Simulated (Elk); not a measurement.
# How volume moves the moments of Fe

How does volume change the magnetic state of Fe?

Method: LDA (von Barth-Hedin); all-electron APW+lo, Dirac cores, scalar-relativistic bands, in Elk 11.2.3 (patched build).

The database entry behind the starting cell differs from later determinations by our own check (an axis about 0.7 % long against later determinations), so it need not match the best structure at ambient conditions.

### Step 1. Set-up

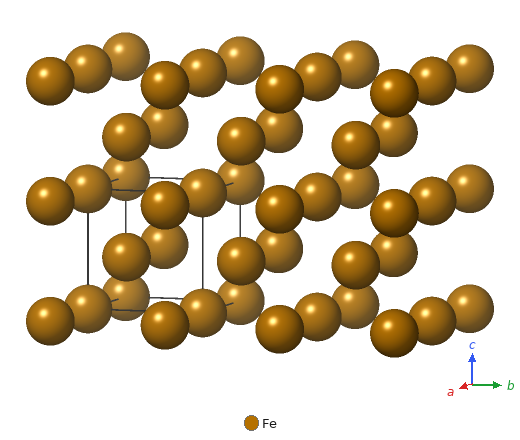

Start, viewed slightly off an axis; iron orange. 2×3×2 cells are drawn. This picture shows the conventional cell, with its axes. Some periodic images of atoms are drawn too.

Coordinates:

```cif
data_structure
_symmetry_space_group_name_H-M 'Im-3m'
_symmetry_Int_Tables_number 229
_cell_length_a 2.8860
_cell_length_b 2.8860
_cell_length_c 2.8860
_cell_angle_alpha 90.000
_cell_angle_beta 90.000
_cell_angle_gamma 90.000
_cell_volume 24.04
loop_
_atom_site_label
_atom_site_type_symbol
_atom_site_symmetry_multiplicity
_atom_site_Wyckoff_symbol
_atom_site_fract_x
_atom_site_fract_y
_atom_site_fract_z
_atom_site_occupancy
Fe1 Fe 2 a 0.00000 0.00000 0.00000 1
```

### Step 2. Factor 0.94, start ferro +

The series opens at one end, with each start in turn.

All lengths scale alike; the factor is that of the volume. Atoms keep their fractional places. The sphere radii are fixed at values that fit the tightest cell, so that all points share one basis rule.

Moments are seeded by fields in the spheres (the last three columns under atoms), set against the wanted direction and reduced each loop.

Contents of elk.in:

```
! muffin-tin radii typed in the species files (bohr): Fe 2.2783
tasks
  0

xctype
  5

rgkmax
  7.0

nempty
  12

swidth
  0.002

reducebf
  0.5

epsengy
  1e-05

maxscl
  100

lmaxi
  3

nrmtscf
  0.5

spinpol
  .true.

sppath
  './'

avec
  -2.67120867217 2.67120867217 2.67120867217
  2.67120867217 -2.67120867217 2.67120867217
  2.67120867217 2.67120867217 -2.67120867217

atoms
  1
  'Fe.in'
  1
  0.0000000000 0.0000000000 0.0000000000   0.000000 0.000000 -0.084000

ngridk
  12 12 12
```

Launch:

```console
> OMP_NUM_THREADS=2 elk
```

Numbers of over 12 decimals in the logs are rounded to 6 here.

The program printed:

```text
┌─────────────────────────┐
│ Elk code version 11.2.3 │
└─────────────────────────┘

All units are atomic (Hartree, Bohr, etc.)

┌─────────────────────────────────────────────────┐
│ Ground-state run starting from atomic densities │
└─────────────────────────────────────────────────┘

Lattice vectors :
  -2.671208672       2.671208672       2.671208672
   2.671208672      -2.671208672       2.671208672
   2.671208672       2.671208672      -2.671208672

Species : 1 (Fe)
 parameters loaded from : Fe.in
 name : iron
 nuclear charge    :   -26.00000000
 electronic charge :    26.00000000
 atomic mass :    101799.2075
 muffin-tin radius :    2.278300000
 number of radial points in muffin-tin :    249
 inner part over the whole radius :   0.9847613092E-02
 number on inner part of muffin-tin    :    172
 approximate nuclear radius :   0.7160107270E-04
 number of mesh points to nuclear radius :     76
 atomic positions (lattice), magnetic fields (Cartesian) :
  1 :   0.00000000  0.00000000  0.00000000    0.00000000  0.00000000 -0.08400000

Total number of atoms per unit cell :    1
Total muffin-tin volume :    49.53604621
 ratio of muffin-tin to unit cell volume :   0.6497374512

Spin treatment :
 spin-polarised
 global magnetic field (Cartesian) :    0.000000000       0.000000000       0.000000000
 collinear magnetisation in z-direction

Number of Bravais lattice symmetries :   48
Number of crystal symmetries         :   48
Crystal has inversion symmetry
Real symmetric eigensolver will be used

k-point grid :     12    12    12
k-point offset :    0.000000000       0.000000000       0.000000000
k-point set is reduced with full crystal symmetry group
Total number of k-points :       72

Muffin-tin radius times maximum |G+k| :    7.000000000
 using average radius
Maximum |G+k| for APW functions       :    3.072466313
Maximum (1/2)|G+k|²                   :    4.720024621
Maximum |G| for potential and density :    12.00000000
Constant for pseudocharge density :    7
 order of it for each species :   14
 order of it for pair densities of each species (exact exchange by exxq0 0: 14) :   10
Radial integration step length :    1

G-vector grid sizes :     18    18    18
Number of G-vectors :     2243

Maximum angular momentum used for
 APW functions            :    8
 outer part of muffin-tin :    6
 inner part of muffin-tin :    3

Number of empty states         :     12
Total number of valence states :     42
Total number of core states    :     10

Third-order local-orbitals added for an l without core states : T
Total number of local-orbitals :     23

Exchange-correlation functional :      5     0     0
 von Barth-Hedin, J. Phys. C 5, 1629 (1972)
 gradient requirement :    0
 local density approximation (LDA)

Smearing type :    3
 Fermi-Dirac
Smearing width :   0.2000000000E-02
Effective electronic temperature (K) :    631.5500496

Mixing type :    3
 Broyden mixing, J. Phys. A: Math. Gen. 17, L317 (1984)

Kohn-Sham potential initialised from atomic data

┌──────────────────────────────┐
│ Self-consistent loop started │
└──────────────────────────────┘

┌─────────────────┐
│ Loop number : 1 │
└─────────────────┘

Energies :
 Fermi                       :     0.208240
 sum of occupied eigenvalues :     -737.00686819522
 electron kinetic            :      1284.8568084336
 core electron kinetic       :      1146.0347070219
 Coulomb                     :     -2502.0376851029
 Coulomb potential           :     -1951.4450427576
 nuclear-nuclear             :     -230.24425575952
 electron-nuclear            :     -2601.4474065406
 Hartree                     :      329.65397719715
 Madelung                    :     -1526.3151637241
 xc potential                :     -70.304791677657
 xc effective B-field        :    -0.98902639455241E-01
 external B-field            :      0.000000
 exchange                    :     -51.288038313351
 correlation                 :     -2.670275
 electron entropic           :    -0.28600936116792E-03
 total energy                :     -1271.1394756108
 (external B-field energy excluded from total)

Density of states at Fermi energy :    22.10310031
 (states/Hartree/unit cell)

Estimated indirect band gap :   0.1051129190E-02
 from k-point 40 to k-point 55
Estimated direct band gap   :   0.7899400274E-02
 at k-point 61

Charges :
 core                        :    10.00000000
 valence                     :    16.00000000
 interstitial                :    1.163875424
 muffin-tins (core leakage)
  species : 1 (Fe)
   atom 1                    :    24.83612458     ( -0.4759570043E-04)
 total in muffin-tins        :    24.83612458
 total calculated charge     :    26.00019050
 total charge                :    26.00000000
 error                       :   0.1904970485E-03

Moments :
 interstitial                :  -0.2644626087E-01
 muffin-tins
  species : 1 (Fe)
   atom 1                    :    2.285534063
 total in muffin-tins        :    2.285534063
 total moment                :    2.259087802

[... earlier loops left out ...]

┌──────────────────┐
│ Loop number : 18 │
└──────────────────┘

Energies :
 Fermi                       :     0.299430
 sum of occupied eigenvalues :     -735.18222828254
 electron kinetic            :      1287.0726996790
 core electron kinetic       :      1146.2501672177
 Coulomb                     :     -2503.9801468846
 Coulomb potential           :     -1950.7761321539
 nuclear-nuclear             :     -230.24425575952
 electron-nuclear            :     -2606.0227921902
 Hartree                     :      332.28690106508
 Madelung                    :     -1528.5920808077
 xc potential                :     -71.394985727373
 xc effective B-field        :    -0.83810086218129E-01
 external B-field            :      0.000000
 exchange                    :     -51.442977306603
 correlation                 :     -2.676383
 electron entropic           :    -0.35678232512667E-03
 total energy                :     -1271.0271646182
 (external B-field energy excluded from total)

Density of states at Fermi energy :    26.20620356
 (states/Hartree/unit cell)

Estimated indirect band gap :   0.1252682545E-02
 from k-point 62 to k-point 49
Estimated direct band gap   :   0.8281907520E-02
 at k-point 49

Charges :
 core                        :    10.00000000
 valence                     :    16.00000000
 interstitial                :    1.097705775
 muffin-tins (core leakage)
  species : 1 (Fe)
   atom 1                    :    24.90229423     ( -0.4759572008E-04)
 total in muffin-tins        :    24.90229423
 total calculated charge     :    26.00018445
 total charge                :    26.00000000
 error                       :   0.1844526814E-03

Moments :
 interstitial                :  -0.2144236740E-01
 muffin-tins
  species : 1 (Fe)
   atom 1                    :    2.091390373
 total in muffin-tins        :    2.091390373
 total moment                :    2.069948006

┌──────────────────────────────┐
│ Self-consistent loop stopped │
└──────────────────────────────┘

Wrote STATE.OUT
```

Elapsed: 21 s, on 2 threads of Arm Neoverse N1, shared host; peak memory 0.05 GiB.

Spin moment in the muffin-tin sphere by atom:

```csv
atom,spin moment in the muffin-tin sphere (μB)
Fe1,2.09
```

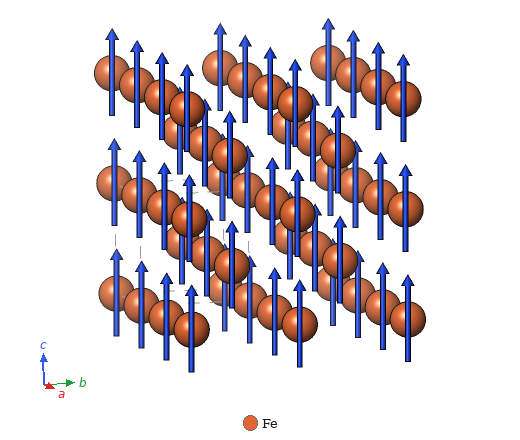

Spin moment in the muffin-tin sphere as arrows, the longest 2.09 μB. Up and down stand for the sign. Arrows give size and sign along the axis of quantisation, drawn up and down the page. 3×2×2 conventional cells are drawn. Some periodic images of atoms are drawn too.

This step gave:

| Property | Result |
| --- | --- |
| density of states at the Fermi level | 0.9631 states/eV/cell |
| moment between the spheres | -0.02144 μB |
| magnetization | 2.070 μB |
| final state | ferromagnetic |

After 18 cycles the largest moment stands at 2.09 μB.

### Step 3. Factor 0.94, start antiferro q=(0,0,1/2) +-

elk.in, as its differences from that of step 2:

```diff
@@ -40,3 +40,3 @@
   2.67120867217 -2.67120867217 2.67120867217
-  2.67120867217 2.67120867217 -2.67120867217
+  5.34241734433 5.34241734433 -5.34241734433
 
@@ -45,6 +45,7 @@
   'Fe.in'
-  1
+  2
   0.0000000000 0.0000000000 0.0000000000   0.000000 0.000000 -0.084000
+  0.0000000000 0.0000000000 0.5000000000   0.000000 0.000000 0.084000
 
 ngridk
-  12 12 12
+  12 12 6
```

Launch:

```console
> OMP_NUM_THREADS=2 elk
```

The program printed:

```text
┌─────────────────────────┐
│ Elk code version 11.2.3 │
└─────────────────────────┘

All units are atomic (Hartree, Bohr, etc.)

┌─────────────────────────────────────────────────┐
│ Ground-state run starting from atomic densities │
└─────────────────────────────────────────────────┘

Lattice vectors :
  -2.671208672       2.671208672       2.671208672
   2.671208672      -2.671208672       2.671208672
   5.342417344       5.342417344      -5.342417344

Species : 1 (Fe)
 muffin-tin radius :    2.278300000
[...]
atom 2                    :    24.90001053     ( -0.4759572019E-04)
 total in muffin-tins        :    49.80002106
 total calculated charge     :    52.00070079
 total charge                :    52.00000000
 error                       :   0.7007890462E-03

Moments :
 interstitial                :  -0.4043474929E-17
 muffin-tins
  species : 1 (Fe)
   atom 1                    :    1.728456148
   atom 2                    :   -1.728456148
 total in muffin-tins        :    0.000000000
 total moment                :  -0.4043474929E-17

┌──────────────────────────────┐
│ Self-consistent loop stopped │
└──────────────────────────────┘

Wrote STATE.OUT

[key lines of the parts left out:]
total energy                :     -2542.0411746743
```

The job ended after 2.9 min (2 threads; peak memory 0.09 GiB).

Spin moment in the muffin-tin sphere by atom:

```
atom  spin moment in the muffin-tin sphere (μB)
 Fe1                                       1.73
 Fe2                                      -1.73
```

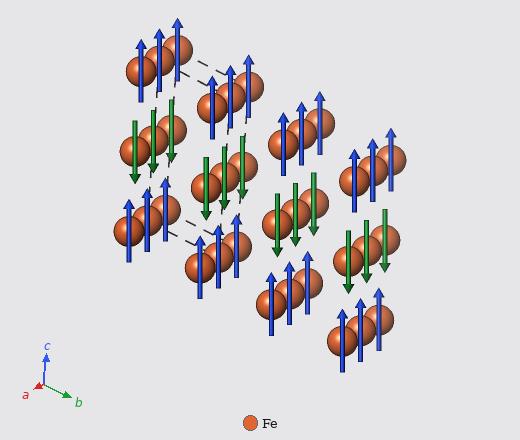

Spin moment in the muffin-tin sphere as arrows, the longest 1.73 μB. Up and down stand for the sign. Arrows give size and sign along the axis of quantisation, drawn up and down the page. The two directions have two colours. 2×3×1 cells are drawn. Some periodic images of atoms are drawn too.

This step gave:

```yaml
density_of_states_at_the_fermi_level: 3.230 states/eV/cell
moment_between_the_spheres: 0 μB
magnetization: 0 μB
final_state: antiferromagnetic
```

It lies 179 meV a seeded atom over the parallel start, and its largest moment is 1.73 μB against 2.09 μB.

### Step 4. Factor 0.94, start no spin polarisation

Contents of elk.in:

```
! muffin-tin radii typed in the species files (bohr): Fe 2.2783
tasks
  0

xctype
  5

rgkmax
  7.0

nempty
  12

swidth
  0.002

epsengy
  1e-05

maxscl
  100

lmaxi
  3

nrmtscf
  0.5

sppath
  './'

avec
  -2.67120867217 2.67120867217 2.67120867217
  2.67120867217 -2.67120867217 2.67120867217
  2.67120867217 2.67120867217 -2.67120867217

atoms
  1
  'Fe.in'
  1
  0.0000000000 0.0000000000 0.0000000000   0.000000 0.000000 0.000000

ngridk
  12 12 12
```

Launch:

```console
> OMP_NUM_THREADS=2 elk
```

The program printed:

```text
┌─────────────────────────┐
│ Elk code version 11.2.3 │
└─────────────────────────┘

All units are atomic (Hartree, Bohr, etc.)

┌─────────────────────────────────────────────────┐
│ Ground-state run starting from atomic densities │
└─────────────────────────────────────────────────┘

Lattice vectors :
  -2.671208672       2.671208672       2.671208672
   2.671208672      -2.671208672       2.671208672
   2.671208672       2.671208672      -2.671208672

Species : 1 (Fe)
 muffin-tin radius :    2.278300000
[...]
Estimated direct band gap   :   0.7059136892E-02
 at k-point 6

Charges :
 core                        :    10.00000000
 valence                     :    16.00000000
 interstitial                :    1.098676109
 muffin-tins (core leakage)
  species : 1 (Fe)
   atom 1                    :    24.90132389     ( -0.4759570083E-04)
 total in muffin-tins        :    24.90132389
 total calculated charge     :    26.00027613
 total charge                :    26.00000000
 error                       :   0.2761289026E-03

┌──────────────────────────────┐
│ Self-consistent loop stopped │
└──────────────────────────────┘

Wrote STATE.OUT

[key lines of the parts left out:]
total energy                :     -1271.0144167037
```

The job ended after 5.4 s (2 threads; peak memory 0.05 GiB).

This step gave:

- density of states at the Fermi level: 3.678 states/eV/cell
- final state: non-magnetic (no spin polarisation)

It lies 347 meV a seeded atom over the parallel start.

### Step 5. Factor 1.1, start ferro +

The other end of the series.

Contents of elk.in:

```
! muffin-tin radii typed in the species files (bohr): Fe 2.2783
tasks
  0

xctype
  5

rgkmax
  7.0

nempty
  12

swidth
  0.002

reducebf
  0.5

epsengy
  1e-05

maxscl
  100

lmaxi
  3

nrmtscf
  0.5

spinpol
  .true.

sppath
  './'

avec
  -2.81489863114 2.81489863114 2.81489863114
  2.81489863114 -2.81489863114 2.81489863114
  2.81489863114 2.81489863114 -2.81489863114

atoms
  1
  'Fe.in'
  1
  0.0000000000 0.0000000000 0.0000000000   0.000000 0.000000 -0.084000

ngridk
  12 12 12
```

Launch:

```console
> OMP_NUM_THREADS=2 elk
```

The program printed:

```text
┌─────────────────────────┐
│ Elk code version 11.2.3 │
└─────────────────────────┘

All units are atomic (Hartree, Bohr, etc.)

┌─────────────────────────────────────────────────┐
│ Ground-state run starting from atomic densities │
└─────────────────────────────────────────────────┘

Lattice vectors :
  -2.814898631       2.814898631       2.814898631
   2.814898631      -2.814898631       2.814898631
   2.814898631       2.814898631      -2.814898631

Species : 1 (Fe)
 muffin-tin radius :    2.278300000
[...]
muffin-tins (core leakage)
  species : 1 (Fe)
   atom 1                    :    24.68032881     ( -0.4759572041E-04)
 total in muffin-tins        :    24.68032881
 total calculated charge     :    26.00018084
 total charge                :    26.00000000
 error                       :   0.1808359959E-03

Moments :
 interstitial                :  -0.3002102717E-01
 muffin-tins
  species : 1 (Fe)
   atom 1                    :    2.419534948
 total in muffin-tins        :    2.419534948
 total moment                :    2.389513921

┌──────────────────────────────┐
│ Self-consistent loop stopped │
└──────────────────────────────┘

Wrote STATE.OUT

[key lines of the parts left out:]
total energy                :     -1271.0140113162
```

Elapsed: 20 s, on 2 threads; peak memory 0.05 GiB; 37 s of CPU time.

Read from the output:

```
density of states at the Fermi level : 0.9216 states/eV/cell
moment between the spheres           : -0.03002 μB
magnetization                        : 2.390 μB
final state                          : ferromagnetic
largest moment                       : 2.420 μB
```

After 17 cycles the largest moment stands at 2.42 μB.

### Step 6. All points

Largest sphere moment against volume:

```csv
volume (factor),ferro + (μB),"antiferro q=(0,0,1/2) +- (μB)"
0.9400,2.09,1.73
0.9700,2.16,1.83
1.0000,2.25,1.93
1.0300,2.31,2.03
1.0600,2.36,2.13
1.1000,2.42,2.23
```

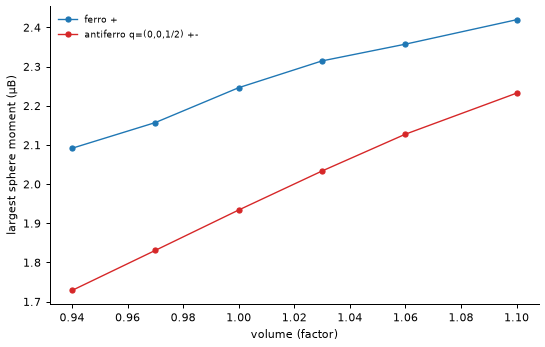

Largest sphere moment against volume.

The energy less that of the parallel start by volume; values in meV a seeded atom:

```
volume (factor)  antiferro q=(0,0,1/2) +-  no spin polarisation
         0.9400                       179                   347
         0.9700                       186                   379
         1.0000                       191                   410
         1.0300                       196                   444
         1.0600                       200                   477
         1.1000                       202                   520
```

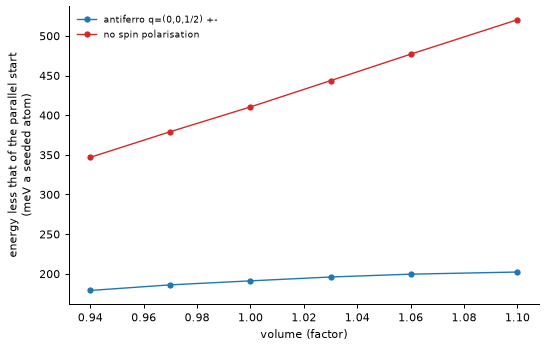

Energy less that of the parallel start against volume.

The energy over the lowest by volume; values in meV an atom:

| volume (factor) | ferro + | antiferro q=(0,0,1/2) +- | no spin polarisation |
| --- | --- | --- | --- |
| 0.9400 | 0 | 179 | 347 |
| 0.9700 | 50.6 | 237 | 430 |
| 1.0000 | 112 | 303 | 522 |
| 1.0300 | 179 | 375 | 623 |
| 1.0600 | 251 | 451 | 728 |
| 1.1000 | 358 | 560 | 878 |

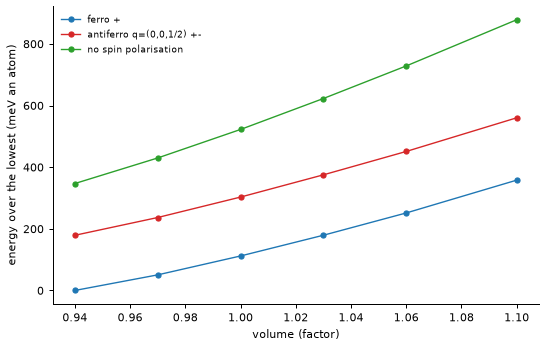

Energy over the lowest against volume.

### Step 7. What came out

| Item | Value |
| --- | --- |
| moment, parallel start | 2.09 to 2.42 μB |
| states met from spin-polarised starts | antiferromagnetic and ferromagnetic |

What this shows: The moment of the parallel start goes from 2.09 μB at 0.94 to 2.42 μB at 1.1. The total energy is lowest at an end of the series, so its minimum is not bracketed. The start antiferro q=(0,0,1/2) +- goes from 179 to 202 meV a seeded atom against the parallel start. The spinless run goes from 347 to 520 meV a seeded atom against the parallel start.

[Logs and program files are shortened in this print: banners, set-up blocks, solver, clock and traceback lines can be left out without a mark of their own.]

[Logs are printed without paths, hosts, clocks, repeated set-up lines and the standing remarks that a program may print on its own settings, such as how far it seeks lower states.]

[Hosts, paths, dates, database ids (printed as entryN), source tags and the programs' standing remarks are cut or masked in the printed files.]

[Where a cell is said to come from a database of computed structures, the database is the Materials Project.]
